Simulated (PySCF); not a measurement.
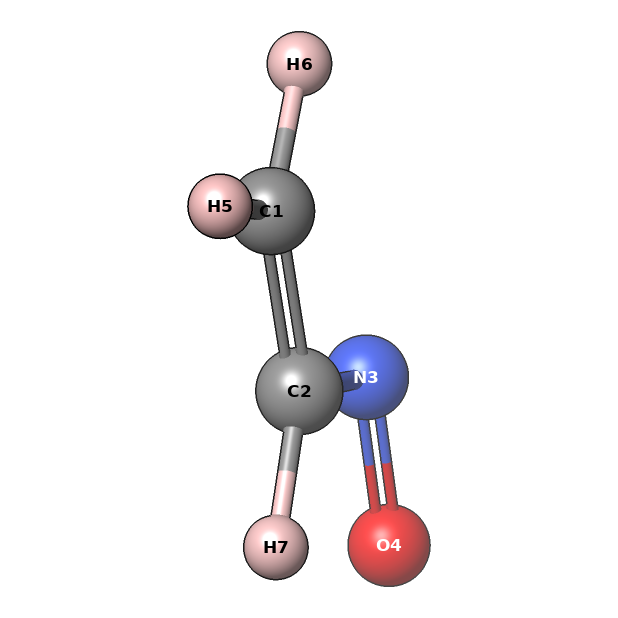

N3 lies behind C2. The molecule seen a little off the C2–N3 bond, C2 in front. Distant atoms are faded towards the background colour. The geometry was computed by an optimisation with PBE0-D3(BJ)/def2-TZVP. No frequency run is at hand to confirm it as a minimum.

> What is the torsion angle C1–C2–N3–O4? The sign is positive where the front bond must turn clockwise to cover the back bond.

180°, antiperiplanar (anti).
